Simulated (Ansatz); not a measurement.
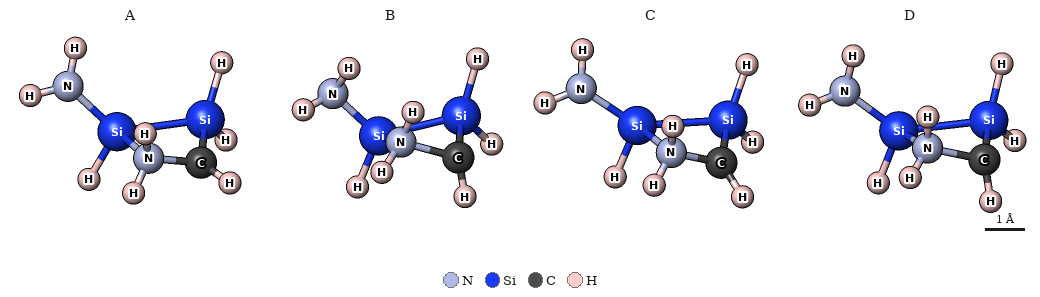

4 geometries from one relaxation of CH8N2Si2, in shuffled order. The picture is a ball-and-stick view, seen at a tilt.

The run prepares an end point of a later path (hydrogen shift) calculation, from a guessed geometry.

Theory: Ansatz, RKS PBE0-D4/6-31G. (no spin polarisation; force threshold 0.02 eV/Å; at most 50 steps)

Q: Order the frames from highest to lowest energy.

A: B, D, C, A. They are steps 0, 3, 8, 16, at +321.3 kJ/mol, +46.9 kJ/mol, +6.62 kJ/mol relative to the last. Over 15 accepted moves (16 points after the start) the energy falls by 321.3 kJ/mol. The largest force component goes from 6.9 to 0.018 eV/Å. The line search rejected the trial step at point 6 of the run. An H atom moves most after the best rigid fit: 0.90 Å. Largest moves by element: H 0.90 Å, N 0.51 Å, C 0.23 Å, Si 0.19 Å. Among the contacts that change: N–Si 1.695 → 1.968 Å, C–Si 1.978 → 1.824 Å, Si–Si 2.228 → 2.345 Å, N–Si 1.649 → 1.755 Å. Bond angles that change, for instance: C–N–H 89.6° → 116.9°, N–C–Si 91.5° → 109.8°, Si–C–H 115.2° → 132.3°.
